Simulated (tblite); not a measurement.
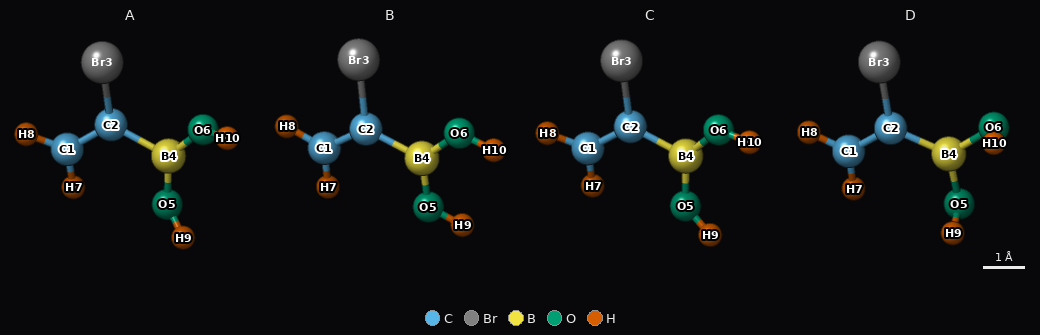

4 geometries from one relaxation of C₂H₄BBrO₂, in shuffled order. The picture is a ball-and-stick view, seen at a tilt.

Computed with GFN2-xTB geometry optimisation, gas phase (tblite 0.8.0). 

Question: Put them in the order of the run, from the start to the converged end.

Answer: D, A, C, B. They are steps 0, 10, 16, 44, at +138.2 kJ/mol, +56.7 kJ/mol, +27.2 kJ/mol relative to the last. Over 44 geometry steps the energy falls by 138.2 kJ/mol. H9 moves most after the best rigid fit: 0.78 Å. Largest moves by element: H 0.78 Å, O 0.50 Å, B 0.31 Å, C 0.14 Å, Br 0.12 Å. Some distances before and after: B4–O6 1.463 → 1.346 Å, B4–O5 1.468 → 1.354 Å, O5–H9 0.995 → 0.958 Å, O6–H10 0.984 → 0.957 Å. Bond angles that change, for instance: B4–O6–H10 104.6° → 119.4°, B4–O5–H9 104.1° → 117.6°, O5–B4–O6 118.9° → 125.3°. Groups turn about B4–O5 by about 90°, B4–O6 by about 90°. Cost: 0.21 s on 1 thread of Arm Neoverse V1, on a shared host.
